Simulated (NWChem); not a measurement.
# CH5AlOSi (SMILES [CH2]1O[SiH2][AlH]1): levels of theory compared

We compute a comparison of 3 runs (HF/STO-3G, HF/3-21G, B3LYP/6-31G*) of CH5AlOSi. 

Program for the calculation: NWChem 7.3.0.

5 further runs of the same task are left out: 5 that didn't finish.

## 1. The molecule

The species is CH5AlOSi (9 atoms), meant as a singlet with charge 0. SMILES: `[CH2]1O[SiH2][AlH]1`. The shape is that of a PBE0-D4/def2-TZVP optimisation.

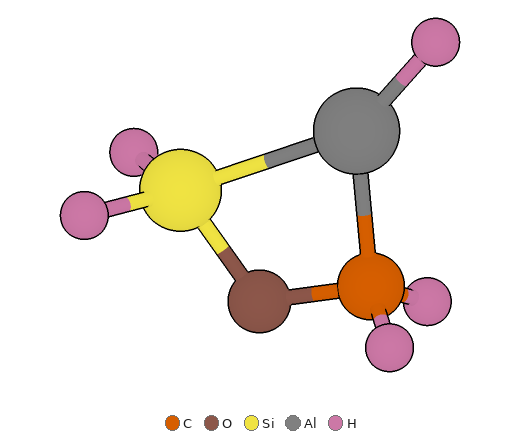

Viewed from a chosen angle; carbon orange, oxygen brown, silicon yellow, aluminium grey, hydrogen pink.

## 2. Energy and forces at HF/STO-3G (run 1)

ch5alosi.nw reads:

```
start ch5alosi
title "CH5AlOSi"
memory stack 880 mb heap 220 mb global 1100 mb

geometry noautosym nocenter noautoz
 C    -0.309900    1.022500   -0.653500
 O     0.621100   -0.021300   -1.022900
 Si    0.767800   -1.223900    0.135800
 Al   -0.858800    0.279300    1.121100
 H    -1.090200    1.097600   -1.420100
 H     0.213300    1.986000   -0.643000
 H     2.177700   -1.338300    0.615000
 H     0.422400   -2.560600   -0.433300
 H    -1.855100    0.712400    2.283700
end

basis "ao basis" spherical bse
 * library STO-3G
end

scf
 thresh 1e-08
 maxiter 80
 print low
end

task scf gradient
```

Launch:

```bash
$ nwchem ch5alosi.nw > ch5alosi.out
```

Output:

```text
[...]
  functions       =    33
[...]
  wavefunction    = RHF
[...]
         Total SCF energy =   -638.742915555212
      One-electron energy =  -1288.410341686027
      Two-electron energy =    450.444868247767
 Nuclear repulsion energy =    199.222557883048
        Time for solution =      2.9s
[...]
                         RHF ENERGY GRADIENTS
    atom               coordinates                        gradient
                 x          y          z           x          y          z
   1 C      -0.585626   1.932245  -1.234936    0.004425   0.021070  -0.031493
   2 O       1.173709  -0.040251  -1.933001   -0.010523  -0.019108   0.040009
   3 Si      1.450932  -2.312836   0.256625    0.019971   0.011018  -0.046859
   4 Al     -1.622897   0.527800   2.118572   -0.007340   0.006403   0.004820
   5 H      -2.060179   2.074163  -2.683600    0.000217  -0.001457  -0.001082
   6 H       0.403079   3.752996  -1.215094    0.001775  -0.000458  -0.000174
   7 H       4.115256  -2.529020   1.162181    0.029069  -0.002510   0.011906
   8 H       0.798220  -4.838832  -0.818818   -0.008259  -0.028527  -0.010433
   9 H      -3.505631   1.346241   4.315567   -0.029335   0.013569   0.033307
 Task  times  cpu:        4.3s     wall:        4.3s
[...]
```

It took 5.1 s on 1 thread of Intel Xeon Platinum 8259CL at 2.50GHz (Skylake/Cascade Lake), shared host; peak memory 0.098 GiB.

## 3. Energy and gradient at HF/3-21G (run 2)

ch5alosi.xyz reads:

```xyz
9
CH5AlOSi gradient
C     -0.309900     1.022500    -0.653500
O      0.621100    -0.021300    -1.022900
Si     0.767800    -1.223900     0.135800
Al    -0.858800     0.279300     1.121100
H     -1.090200     1.097600    -1.420100
H      0.213300     1.986000    -0.643000
H      2.177700    -1.338300     0.615000
H      0.422400    -2.560600    -0.433300
H     -1.855100     0.712400     2.283700
```

ch5alosi.nw reads:

```
start ch5alosi
title "CH5AlOSi gradient"
memory stack 880 mb heap 220 mb global 1100 mb

geometry units angstroms noautosym nocenter noautoz
  load ch5alosi.xyz
end

basis spherical bse
  * library 3-21G
end

scf
  thresh 1e-08
  maxiter 80
  noprint "final vectors analysis"
end

task scf gradient
```

Launch:

```bash
$ nwchem ch5alosi.nw > ch5alosi.out
```

Output:

```text
[...]
  functions       =    54
[...]
  wavefunction    = RHF
[...]
         Total SCF energy =   -642.960782517436
      One-electron energy =  -1288.467207725549
      Two-electron energy =    446.283867325065
 Nuclear repulsion energy =    199.222557883049
        Time for solution =      3.6s
[...]
                         RHF ENERGY GRADIENTS
    atom               coordinates                        gradient
                 x          y          z           x          y          z
   1 C      -0.585626   1.932245  -1.234936    0.007922  -0.023232   0.013537
   2 O       1.173709  -0.040251  -1.933001   -0.006606  -0.004337   0.016341
   3 Si      1.450932  -2.312836   0.256625   -0.015165   0.024842  -0.003536
   4 Al     -1.622897   0.527800   2.118572    0.008972  -0.001521  -0.013269
   5 H      -2.060179   2.074163  -2.683600   -0.004127  -0.000625  -0.005450
   6 H       0.403079   3.752996  -1.215094    0.004406   0.005155  -0.000318
   7 H       4.115256  -2.529020   1.162181    0.002318  -0.000059  -0.003033
   8 H       0.798220  -4.838832  -0.818818    0.001838  -0.000405  -0.003329
   9 H      -3.505631   1.346241   4.315567    0.000441   0.000182  -0.000942
[...]
```

It took 6.6 s on 1 thread of Intel Xeon Platinum 8259CL at 2.50GHz (Skylake/Cascade Lake), shared host; peak memory 0.097 GiB.

## 4. Energy and forces at B3LYP/6-31G(d) (Cartesian functions) (run 3)

run.py reads:

```python
from ase import Atoms
from ase.calculators.nwchem import NWChem

atoms = Atoms(['C', 'O', 'Si', 'Al', 'H', 'H', 'H', 'H', 'H'], positions=[
    [-0.309900, 1.022500, -0.653500],
    [0.621100, -0.021300, -1.022900],
    [0.767800, -1.223900, 0.135800],
    [-0.858800, 0.279300, 1.121100],
    [-1.090200, 1.097600, -1.420100],
    [0.213300, 1.986000, -0.643000],
    [2.177700, -1.338300, 0.615000],
    [0.422400, -2.560600, -0.433300],
    [-1.855100, 0.712400, 2.283700],
])

calc = NWChem(
    label='struct',
    theory='dft',
    memory='2200 mb',
    basis='6-31G*',
    dft={'xc': 'b3lyp', 'mult': '1', 'grid': 'xfine', 'convergence': 'energy 1e-08', 'iterations': '100', 'mulliken': None},
)
atoms.calc = calc

forces = atoms.get_forces()
print("Total energy (eV):", round(atoms.get_potential_energy(), 6))
print("forces (eV/A):")
for s, f in zip(atoms.symbols, forces):
    print(f"{s:2s} {f[0]:10.5f} {f[1]:10.5f} {f[2]:10.5f}")
print("dipole (e A):", atoms.get_dipole_moment().round(4))
```

Launch:

```bash
$ export ASE_NWCHEM_COMMAND="nwchem PREFIX.nwi > PREFIX.nwo"
$ python run.py
```

Output:

```text
Total energy (eV): -17639.484303
forces (eV/A):
C    -0.12562    0.21129   -0.03538
O     0.11858    0.16563   -0.39832
Si    0.13632   -0.36885    0.20528
Al   -0.09292   -0.04057    0.20343
H    -0.05538    0.03049   -0.07950
H     0.03517    0.09426   -0.02653
H     0.03075   -0.04762    0.04643
H     0.00206   -0.06623    0.02874
H    -0.04901    0.02170    0.05579
dipole (e A): [-0.2677  0.1284  0.3034]
```

The calculator wrote struct.nwi:

```
title "struct"

permanent_dir struct

scratch_dir struct

start struct

geometry units angstrom nocenter noautosym noautoz
  C  -3.0990000000000001e-01 1.0225000000000000e+00 -6.5349999999999997e-01
  O  6.2109999999999999e-01 -2.1299999999999999e-02 -1.0228999999999999e+00
  Si 7.6780000000000004e-01 -1.2239000000000000e+00 1.3580000000000000e-01
  Al -8.5880000000000001e-01 2.7929999999999999e-01 1.1211000000000000e+00
  H  -1.0902000000000001e+00 1.0975999999999999e+00 -1.4200999999999999e+00
  H  2.1329999999999999e-01 1.9860000000000000e+00 -6.4300000000000002e-01
  H  2.1777000000000002e+00 -1.3383000000000000e+00 6.1499999999999999e-01
  H  4.2240000000000000e-01 -2.5606000000000000e+00 -4.3330000000000002e-01
  H  -1.8551000000000000e+00 7.1240000000000003e-01 2.2837000000000001e+00
end

memory 2200 mb

basis noprint
   * library 6-31G*
end

dft
  xc b3lyp
  mult 1
  grid xfine
  convergence energy 1e-08
  iterations 100
  mulliken
end

task dft gradient
```

struct.nwo:

```text
Northwest Computational Chemistry Package (NWChem) 7.3.0
             --------------------------------------------------------

           Job information
           ---------------

    nwchem branch   = 7.3.0
    use scalapack   = T
    input           = struct.nwi
    prefix          = struct.
    data base       = struct/struct.db
    status          = startup
    nproc           =        1

           Memory information
           ------------------

[... 5 lines left out ...]
    hardfail = no
[... 112 lines left out ...]
  convergence criterion.
[... 44 lines left out ...]
          Spatial weights used:  Erf1
[... 32 lines left out ...]
 1-e energy   =   -1289.786115
[... 43 lines left out ...]
           Coulomb energy =      501.195730693298
[... 615 lines left out ...]
          Convergence on density requested:  1.00D-05
[... 30 lines left out ...]
          total energy or number of iterations.
[... 36 lines left out ...]
                 ----------------------------------------
                 |  Time  |  1-e(secs)   |  2-e(secs)   |
                 ----------------------------------------
                 |  CPU   |       0.01   |      10.88   |
                 ----------------------------------------
                 |  WALL  |       0.01   |      10.88   |
                 ----------------------------------------

 Task  times  cpu:       67.5s     wall:       67.5s
 Total times  cpu:       67.6s     wall:       67.6s
```

It took 69 s on 1 thread of Intel Xeon Platinum 8259CL at 2.50GHz (Skylake/Cascade Lake), shared host; peak memory 0.14 GiB.

## 5. The series

| run | level | Cartesian functions | iteration cap | energy (Eh) | largest force (eV/Å) | wall time |
| --- | --- | --- | --- | --- | --- | --- |
| 1 | HF/STO-3G | no | 80 | -638.742916 | 2.680 | 5.1 s |
| 2 | HF/3-21G | no | 80 | -642.960783 | 1.508 | 6.6 s |
| 3 | B3LYP/6-31G* (Cartesian functions) | yes | 100 | -648.239097 | 0.447 | 69 s |

## 6. Outcome

| quantity | value |
| --- | --- |
| run 3: total energy | -648.23910 Eh |
| run 3: dipole moment | 2.04 D |
| run 3: HOMO energy | -6.69 eV |
| run 3: LUMO energy | -2.06 eV |
| run 3: HOMO–LUMO gap | 4.63 eV |
| run 3: largest force on an atom | 0.447 eV/Å |

What this shows: In run 1 the basis is minimal, so the values are rough. All runs together took 81 s, the longest 69 s.
